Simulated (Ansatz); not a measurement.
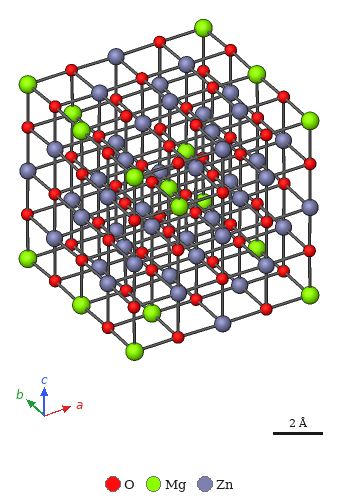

Starting frame of a dynamics run of a 64-atom cell of O$_{32}$Mg$_{6}$Zn$_{26}$. The picture is a ball-and-stick view of the simulation cell, seen from a free direction. Bonds to atoms that aren't drawn are left out.

Computed with DFT, PBEsol, PAW, plane waves (Ansatz).

Run with plane-wave cutoff 420 eV; k-point mesh 1 × 1 × 1; Fermi-Dirac smearing 0.01 eV; Langevin thermostat (NVT); set temperature 300 K, then 300 K at the end of 120 steps, then 300 K at the end of 120 steps; time step 2.5 fs. The run takes 598 fs.

### What does the trajectory do?

Over the second half the temperature averages 328 K (spread ±5 K). The potential energy in the second half lies on average 34.6 meV per atom above the first frame. In the second half of the run the atoms are, in the root-mean-square, this far from where they began (common drift taken out): O 0.14 Å, Zn 0.13 Å, Mg 0.11 Å. That is small against the typical shortest distance between atoms in the first frame, about 2.1 Å: the atoms vibrate about their sites and the arrangement holds.

Along the run:

```
time (fs)  potential energy (meV/atom)  T (K)
      0.0                          0.0    295
     97.5                         29.1    266
    197.5                         26.7    261
    297.5                         41.0    321
    397.5                         28.7    327
    497.5                         36.8    334
    597.5                         31.8    329
```

The frame at 598 fs:

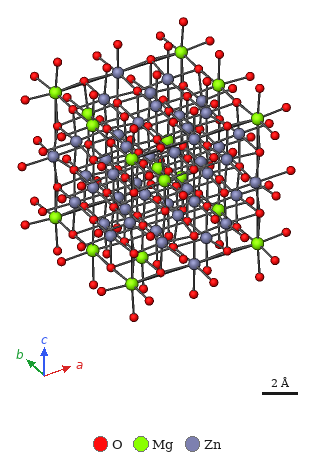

Limits of the set-up: the program's low-accuracy preset was used.
